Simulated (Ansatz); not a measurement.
**HMgO2Si (charge −1): density, localisation and related maps**

The calculation's input:

```
crystal:
  periodic: [false, false, false]
  atoms:
    - {symbol: Mg, position_ang: [0.071329, 0.427561, -0.439669]}
    - {symbol: O, position_ang: [0.835961, -0.923416, 0.771423]}
    - {symbol: O, position_ang: [-1.391991, -0.889048, -0.481863]}
    - {symbol: Si, position_ang: [-0.527787, -1.859627, 0.562651]}
    - {symbol: H, position_ang: [0.481478, 1.993670, -1.125841]}
basis:
  gaussian:
    orbitals: def2-TZVPD
total_charge: -1
hamiltonian:
  xc: pbe0
output: {forces: true, orbitals: {seedname: orbitals}}
```

Launched as:

```sh
ansatz run input.yaml --threads 1 --pin off --max-ram 2610MiB --events-out events.jsonl --progress --plain --runs-dir runs
```

Geometry: r2SCAN-D4/def2-SVPD.

These are results of isolated molecule in a Gaussian basis; Kohn-Sham density functional theory, functional PBE0 in Ansatz, not measurements.

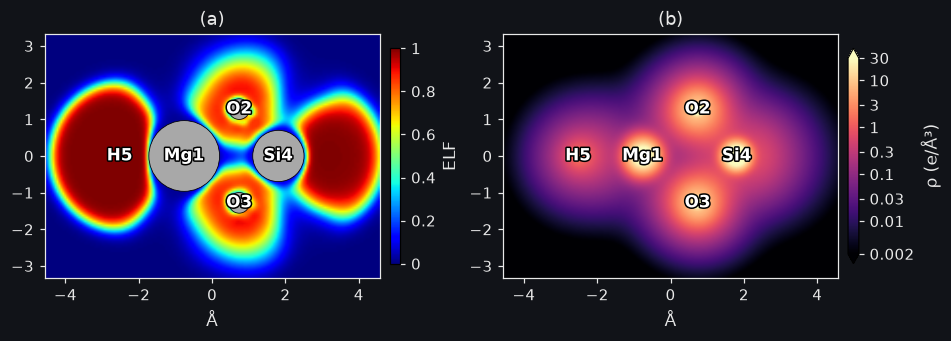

Figure 1. (a) ELF; (b) electron density on the molecular plane. Grey discs cover the atomic cores in the ELF map.

Q: What do the fields say about this system?

A: The section cuts through Mg, O, Si and H sites. Si–O (1.67 Å): the density is about 1.1 e/Å³ at the midpoint; the ELF peaks at about 0.85 between the atoms; a polar covalent bond. Mg–O (1.97 Å): ρ at the midpoint is about 0.45 e/Å³; the ELF peaks at about 0.85 in the valence shell of O, 0.6 Å from its nucleus, and is about 0.30 at the midpoint: a largely ionic contact. Mg–Si (2.57 Å): the density is about 0.29 e/Å³ at the midpoint; the ELF is about 0.15 at the midpoint. Mg–H (1.76 Å): ρ at the midpoint is about 0.32 e/Å³; the ELF climbs to about 1 towards the hydrogen.

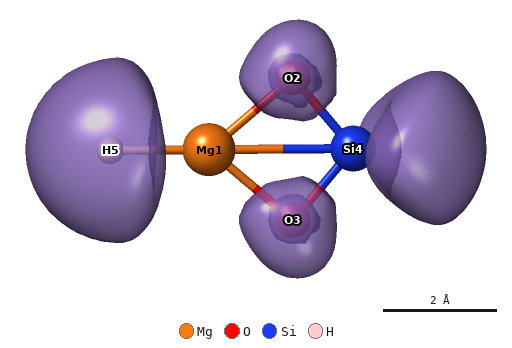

Figure 2. Isosurface of the ELF at 0.75 (purple), seen across its widest extent. Core shells and regions of very low density are left out.

Q: Describe the localisation domains.

A: The surface consists of one region around a hydrogen nucleus, one lobe on Si, pointing away from the bonds (lone pairs) and two regions wrapped around O (the valence shell of each).

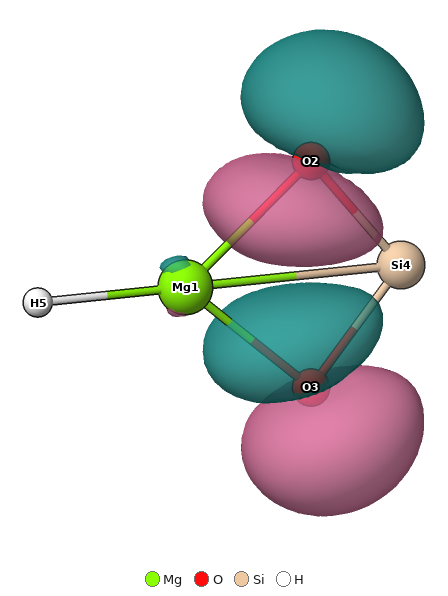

Figure 3. The HOMO−1 at ±0.1 Å⁻³ᐟ² (teal and pink are the two phases), seen at a tilt.

Q: Describe this orbital and give its energy.

A: By Hirshfeld shares it lies mainly on O2 (about 45 %) and O3 (about 45 %); it is symmetric in the molecular plane (an in-plane orbital: σ, lone-pair or in-plane π type); largely a combination of lone pairs on O2 and O3. Its energy is −2.79 eV.

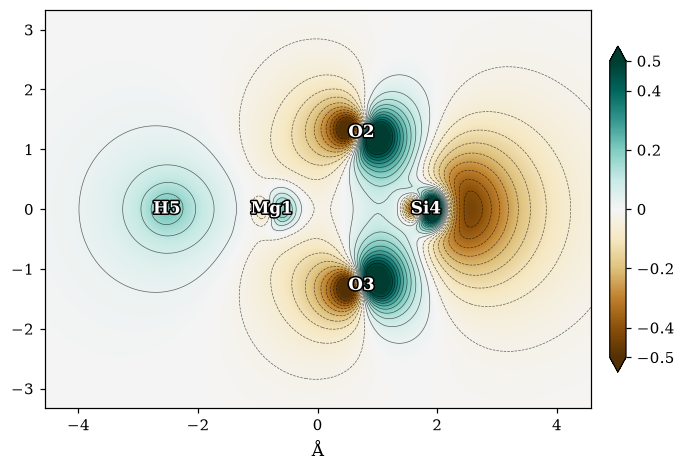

Figure 4. The HOMO on the molecular plane (values in Å⁻³ᐟ²; the overall sign is arbitrary).

Q: Describe this orbital and give its energy.

A: By Hirshfeld shares it lies mainly on Si4 (about 65 %), O2 (about 15 %) and O3 (about 15 %); it is symmetric in the molecular plane (an in-plane orbital: σ, lone-pair or in-plane π type). Its energy is −1.45 eV.
